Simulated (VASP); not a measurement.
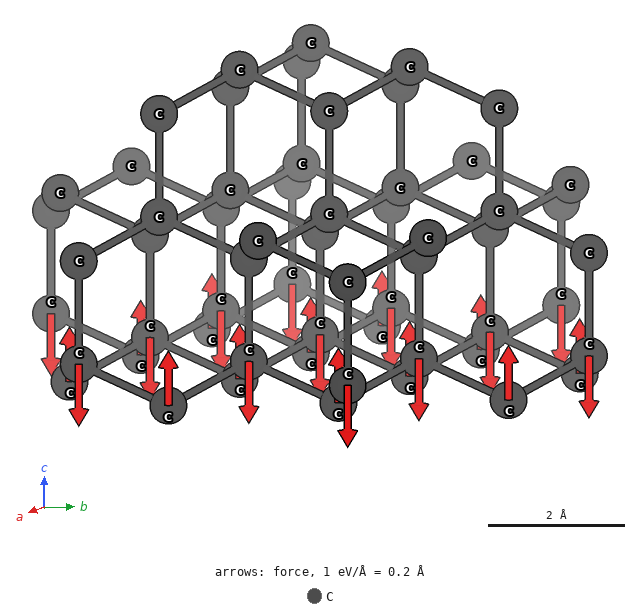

Starting geometry of a slab of composition C with the computed forces as red arrows. A ball-and-stick model of the atoms within 5.0 Å of the atom that moves most (axes of the 3 × 3 repeat of the cell, outlined in the plane, without the vacuum), seen slightly off an axis.

The run lets the atoms move in a fixed cell.

Theory: Kohn-Sham DFT of a periodic cell, PBE, VASP PAW PBE potentials, recommended in VASP.

Input
```
SYSTEM = C
PREC = Accurate
ENCUT = 520
EDIFF = 1E-6
ISMEAR = 0
SIGMA = 0.03
LREAL = .False.
LASPH = .True.
NELM = 80
ALGO = Normal
ISIF = 2
LWAVE = .False.
LCHARG = .False.
LDIPOL = .True.
IDIPOL = 3
DIPOL = 0.5 0.5 0.500
GGA = PE
IBRION = 2
NSW = 80
EDIFFG = -0.02
KPAR = 4
```

Launched with:
```bash
cat potpaw_PBE.64/C/POTCAR > POTCAR
mpirun -np 4 vasp_std > vasp.out
```

**What follows when this structure is relaxed?**

It isn't relaxed: the largest force vector, on C atoms, is 4.75 eV/Å. The atoms end up moving mostly along the starting forces (cosine between the two patterns 1.00). The largest moves relative to the layer's centre, 0.13 Å, are those of C atoms. The cell stays as it was. Near-neighbour distances that change, for instance: C–C 1.547 → 1.688 Å, C–C 1.547 → 1.482 Å, C–C 1.547 → 1.563 Å, C–C 1.547 → 1.537 Å. Bond angles that change, for instance: C–C–C 109.5° → 100.3°, C–C–C 109.5° → 116.9°. After 11 geometry steps the energy has fallen by 1.065 eV per cell of the calculation. The largest force component goes from 4.7 to 0.0089 eV/Å.
